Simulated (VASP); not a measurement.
Energy against volume of Cu₂O (cuprite). Computed with PBE GGA with D4 dispersion, VASP's PBE PAW potentials (set 64) (plane waves; VASP).

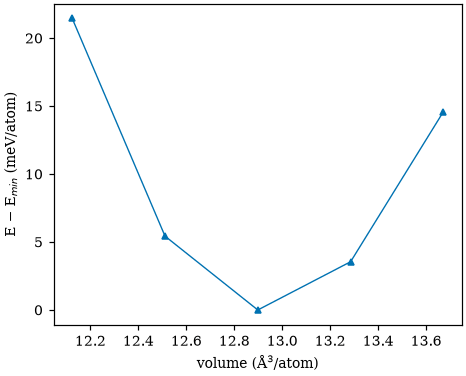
Energy against volume

Question: Estimate the equilibrium volume and the bulk modulus.

Answer: The minimum lies near 12.9 Å³/atom, and the curvature gives B0 of about 120 GPa.

Measured: a 4.276 Å at 15 K (computed value off by -0.3 %), as given by Leila H. N. Rimmer et al., Physical Review B (2014), arXiv:1402.1026. The calculation is for a static lattice, while the measured a holds thermal and zero-point effects, which are part of the difference.

The compound is Cu2O in the cuprite structure. It was relaxed first.
